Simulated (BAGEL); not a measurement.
# One shape, several levels: quartet CH5AsB

Wanted: a comparison of 3 runs (ROHF/6-31G*, ROHF/def2-SVP, UHF/def2-SVP) of quartet CH5AsB. 

The calculation is run with BAGEL 1.2.2.

1 further run of the same task is left out (it didn't finish). Runs told in other sessions of the task aren't counted.

## (1) The structure to begin with

The species is CH5AsB (8 atoms), meant as a quartet with charge 0. As SMILES of the parent species, `C[B][AsH2]`. The shape comes from GFN2-xTB, which is rough for such elements, and wasn't checked as a minimum. This is one conformer, not always the lowest. That shape belongs to the parent species and isn't relaxed for this state.

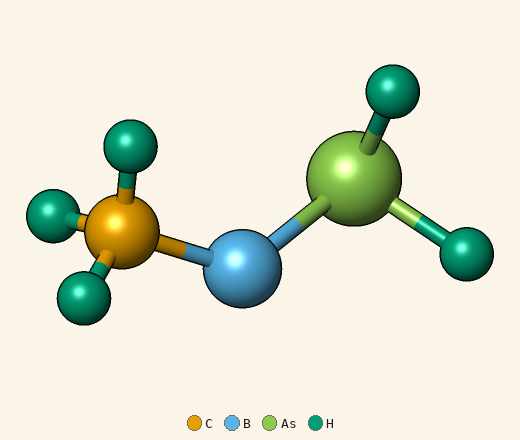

The structure, seen from a chosen angle (carbon amber, boron blue, arsenic green, hydrogen teal).

## (2) The energy at ROHF/6-31G(d) (density fitting with qzvpp-jkfit, spherical functions) (run 1)

Contents of input.json:

```json
{ "bagel" : [

{
  "title" : "molecule",
  "basis" : "6-31gs.json",
  "df_basis" : "qzvpp-jkfit",
  "angstrom" : true,
  "geometry" : [
    { "atom" : "C", "xyz" : [   -0.532620,    1.184070,   -0.330600 ] },
    { "atom" : "B", "xyz" : [   -0.561790,   -0.256990,    0.253360 ] },
    { "atom" : "As", "xyz" : [    0.546980,   -1.827430,   -0.089970 ] },
    { "atom" : "H", "xyz" : [   -0.817590,    1.136870,   -1.385170 ] },
    { "atom" : "H", "xyz" : [    0.468660,    1.623330,   -0.300020 ] },
    { "atom" : "H", "xyz" : [   -1.207910,    1.900140,    0.141950 ] },
    { "atom" : "H", "xyz" : [    1.799990,   -1.223220,    0.478830 ] },
    { "atom" : "H", "xyz" : [    0.304270,   -2.536750,    1.231610 ] }
  ]
},
{
  "title" : "rohf",
  "nopen" : 3
},
{
  "title" : "print",
  "file" : "orbitals.molden",
  "orbitals" : true
}

]}
```

The basis set 6-31G* is read from a file made from the Basis Set Exchange's data (not shown).

Run with:

```sh
$ BAGEL_NUM_THREADS=1 BAGEL input.json > input.out
```

Log:

```text
* using 1 threads per process

  ===============================================================
  ===============================================================

  *** Geometry ***

  { "atom" : "C", "xyz" : [     -1.006506,      2.237568,     -0.624743 ] },
  { "atom" : "B", "xyz" : [     -1.061629,     -0.485641,      0.478781 ] },
  { "atom" : "As", "xyz" : [      1.033642,     -3.453342,     -0.170019 ] },
  { "atom" : "H", "xyz" : [     -1.545021,      2.148373,     -2.617592 ] },
  { "atom" : "H", "xyz" : [      0.885639,      3.067649,     -0.566956 ] },
  { "atom" : "H", "xyz" : [     -2.282619,      3.590744,      0.268247 ] },
  { "atom" : "H", "xyz" : [      3.401488,     -2.311551,      0.904858 ] },
  { "atom" : "H", "xyz" : [      0.574987,     -4.793763,      2.327406 ] },

  Number of auxiliary basis functions:      506

  Since a DF basis is specified, we compute 2- and 3-index integrals:
    o Being stored without compression. Storage requirement is 0.020 GB

  Number of basis functions:       70
  Number of electrons      :       49

    * METHOD: MOLECULE                             0.16

  *** Open-shell HF ***

  === Nuclear Repulsion ===
   142.8979522940

      * DIIS with orbital gradients will be used.

  === ROHF iteration (6-31gs.json) ===
      0      -2299.01663769          0.02738832           0.06
      1      -2299.11068987          0.01177969           0.06
      2      -2299.13369741          0.00659471           0.06
      3      -2299.14027349          0.00236350           0.06
      4      -2299.14271634          0.00076101           0.06
      5      -2299.14314688          0.00033750           0.06
      6      -2299.14324305          0.00012657           0.06
      7      -2299.14328034          0.00007078           0.07
      8      -2299.14329366          0.00004412           0.07
      9      -2299.14329847          0.00002557           0.07
[... 11 lines of this table left out ...]
     21      -2299.14330032          0.00000005           0.06
     22      -2299.14330031          0.00000002           0.07
     23      -2299.14330031          0.00000001           0.07
     24      -2299.14330031          0.00000001           0.06
    * SCF iteration converged.

    * S^2 (ROHF) is 3.7500

    * Permanent dipole moment:
           (   -0.898456,     1.182236,     0.344276) a.u.

    * METHOD: ROHF                                 1.73

    * METHOD: PRINT                                0.01

  ===============================================================
```

Run time: 2 s. Hardware: 1 thread of AMD EPYC 9B45 (Zen 5), shared host.

## (3) The energy at ROHF/def2-SVP (density fitting with qzvpp-jkfit) (run 2)

Contents of hf.json:

```json
{ "bagel" : [

{
  "title" : "molecule",
  "basis" : "svp",
  "df_basis" : "qzvpp-jkfit",
  "angstrom" : true,
  "geometry" : [
    { "atom" : "C", "xyz" : [   -0.532620,    1.184070,   -0.330600 ] },
    { "atom" : "B", "xyz" : [   -0.561790,   -0.256990,    0.253360 ] },
    { "atom" : "As", "xyz" : [    0.546980,   -1.827430,   -0.089970 ] },
    { "atom" : "H", "xyz" : [   -0.817590,    1.136870,   -1.385170 ] },
    { "atom" : "H", "xyz" : [    0.468660,    1.623330,   -0.300020 ] },
    { "atom" : "H", "xyz" : [   -1.207910,    1.900140,    0.141950 ] },
    { "atom" : "H", "xyz" : [    1.799990,   -1.223220,    0.478830 ] },
    { "atom" : "H", "xyz" : [    0.304270,   -2.536750,    1.231610 ] }
  ]
},
{
  "title" : "rohf",
  "nopen" : 3
},
{
  "title" : "print",
  "file" : "orbitals.molden",
  "orbitals" : true
}

]}
```

Run with:

```sh
$ BAGEL_NUM_THREADS=1 BAGEL hf.json > hf.out
```

Log:

```text
* using 1 threads per process

  ===============================================================
  ===============================================================

  *** Geometry ***

  { "atom" : "C", "xyz" : [     -1.006506,      2.237568,     -0.624743 ] },
  { "atom" : "B", "xyz" : [     -1.061629,     -0.485641,      0.478781 ] },
  { "atom" : "As", "xyz" : [      1.033642,     -3.453342,     -0.170019 ] },
  { "atom" : "H", "xyz" : [     -1.545021,      2.148373,     -2.617592 ] },
  { "atom" : "H", "xyz" : [      0.885639,      3.067649,     -0.566956 ] },
  { "atom" : "H", "xyz" : [     -2.282619,      3.590744,      0.268247 ] },
  { "atom" : "H", "xyz" : [      3.401488,     -2.311551,      0.904858 ] },
  { "atom" : "H", "xyz" : [      0.574987,     -4.793763,      2.327406 ] },

  Number of auxiliary basis functions:      506

  Since a DF basis is specified, we compute 2- and 3-index integrals:
    o Being stored without compression. Storage requirement is 0.029 GB

  Number of basis functions:       85
  Number of electrons      :       49

    * METHOD: MOLECULE                             0.15

  *** Open-shell HF ***

  === Nuclear Repulsion ===
   142.8979522940

      * DIIS with orbital gradients will be used.

  === ROHF iteration (svp) ===
      0      -2298.92658802          0.03196625           0.08
      1      -2299.06839483          0.01786840           0.08
      2      -2299.10913879          0.00984763           0.08
      3      -2299.12270173          0.00203060           0.08
      4      -2299.12520478          0.00082721           0.08
      5      -2299.12580659          0.00041529           0.08
      6      -2299.12604463          0.00020881           0.08
      7      -2299.12614546          0.00012892           0.08
      8      -2299.12618720          0.00007262           0.08
      9      -2299.12620317          0.00003244           0.08
     10      -2299.12620062          0.00001498           0.08
     11      -2299.12619734          0.00000733           0.08
     12      -2299.12619636          0.00000333           0.08
     13      -2299.12619543          0.00000171           0.08
     14      -2299.12619521          0.00000096           0.08
     15      -2299.12619522          0.00000068           0.08
     16      -2299.12619525          0.00000041           0.08
     17      -2299.12619525          0.00000020           0.08
     18      -2299.12619524          0.00000011           0.08
     19      -2299.12619524          0.00000006           0.08
     20      -2299.12619523          0.00000003           0.08
     21      -2299.12619523          0.00000002           0.08
     22      -2299.12619523          0.00000001           0.08
    * SCF iteration converged.

    * S^2 (ROHF) is 3.7500

    * Permanent dipole moment:
           (   -0.985661,     1.189326,     0.421293) a.u.

    * METHOD: ROHF                                 1.97

    * METHOD: PRINT                                0.01

  ===============================================================
```

Wall time 2.3 s (1 thread of AMD EPYC 9B45 (Zen 5), shared host).

## (4) A single-point energy at UHF/def2-SVP (density fitting with qzvpp-jkfit) (run 3)

Contents of input.json:

```json
{ "bagel": [

{
  "title": "molecule",
  "basis": "svp",
  "df_basis": "qzvpp-jkfit",
  "angstrom": true,
  "geometry": [
    { "atom": "C", "xyz": [      -0.532620,       1.184070,      -0.330600 ] },
    { "atom": "B", "xyz": [      -0.561790,      -0.256990,       0.253360 ] },
    { "atom": "As", "xyz": [       0.546980,      -1.827430,      -0.089970 ] },
    { "atom": "H", "xyz": [      -0.817590,       1.136870,      -1.385170 ] },
    { "atom": "H", "xyz": [       0.468660,       1.623330,      -0.300020 ] },
    { "atom": "H", "xyz": [      -1.207910,       1.900140,       0.141950 ] },
    { "atom": "H", "xyz": [       1.799990,      -1.223220,       0.478830 ] },
    { "atom": "H", "xyz": [       0.304270,      -2.536750,       1.231610 ] }
  ]
},

{
  "title": "uhf",
  "nopen": 3
},

{
  "title": "print",
  "file": "orbitals.molden",
  "orbitals": true
}

]}
```

Run with:

```sh
$ BAGEL_NUM_THREADS=1 BAGEL input.json > input.out
```

Log:

```text
* using 1 threads per process

  ===============================================================
  ===============================================================

  *** Geometry ***

  { "atom" : "C", "xyz" : [     -1.006506,      2.237568,     -0.624743 ] },
  { "atom" : "B", "xyz" : [     -1.061629,     -0.485641,      0.478781 ] },
  { "atom" : "As", "xyz" : [      1.033642,     -3.453342,     -0.170019 ] },
  { "atom" : "H", "xyz" : [     -1.545021,      2.148373,     -2.617592 ] },
  { "atom" : "H", "xyz" : [      0.885639,      3.067649,     -0.566956 ] },
  { "atom" : "H", "xyz" : [     -2.282619,      3.590744,      0.268247 ] },
  { "atom" : "H", "xyz" : [      3.401488,     -2.311551,      0.904858 ] },
  { "atom" : "H", "xyz" : [      0.574987,     -4.793763,      2.327406 ] },

  Number of auxiliary basis functions:      506

  Since a DF basis is specified, we compute 2- and 3-index integrals:
    o Being stored without compression. Storage requirement is 0.029 GB

  Number of basis functions:       85
  Number of electrons      :       49

    * METHOD: MOLECULE                             0.15

  *** Open-shell HF ***

  === Nuclear Repulsion ===
   142.8979522940

      * DIIS with orbital gradients will be used.

  === UHF iteration (svp) ===
      0      -2298.92658802          0.03196625           0.08
      1      -2299.07355181          0.01781155           0.08
      2      -2299.11500281          0.00976100           0.08
      3      -2299.12791940          0.00201671           0.08
      4      -2299.13092343          0.00085064           0.08
      5      -2299.13153707          0.00048970           0.08
      6      -2299.13194777          0.00031359           0.08
      7      -2299.13217430          0.00021625           0.08
      8      -2299.13231917          0.00011983           0.08
      9      -2299.13236942          0.00004537           0.08
[... 11 lines of this table left out ...]
     21      -2299.13237534          0.00000005           0.08
     22      -2299.13237534          0.00000003           0.08
     23      -2299.13237534          0.00000002           0.08
     24      -2299.13237534          0.00000001           0.08
    * SCF iteration converged.

    * S^2 (UHF) is 3.7735

    * Permanent dipole moment:
           (   -0.993076,     1.187644,     0.408532) a.u.

    * METHOD: UHF                                  2.10

    * METHOD: PRINT                                0.01

  ===============================================================
```

It took 2.4 s on 1 thread of AMD EPYC 9B45 (Zen 5), shared host.

## (5) All runs side by side

| run | level | energy (Eh) | dipole moment (D) | ⟨S²⟩ | wall time |
| --- | --- | --- | --- | --- | --- |
| 1 | ROHF/6-31G* (density fitting with qzvpp-jkfit, spherical functions) | -2299.143300 | 3.87 | 3.750 | 2 s |
| 2 | ROHF/def2-SVP (density fitting with qzvpp-jkfit) | -2299.126195 | 4.07 | 3.750 | 2.3 s |
| 3 | UHF/def2-SVP (density fitting with qzvpp-jkfit) | -2299.132375 | 4.07 | 3.773 | 2.4 s |

## (6) Results

| quantity | value |
| --- | --- |
| run 3: total energy | -2299.13238 Eh |
| run 3: dipole moment | 4.07 D |
| run 3: ⟨S²⟩ | 3.773 |

In words: The dipole moment (its size) runs from 3.87 D (ROHF/6-31G*) to 4.07 D (UHF/def2-SVP). The two ends differ in method and basis. All runs together took 6.8 s, the longest 2.4 s.
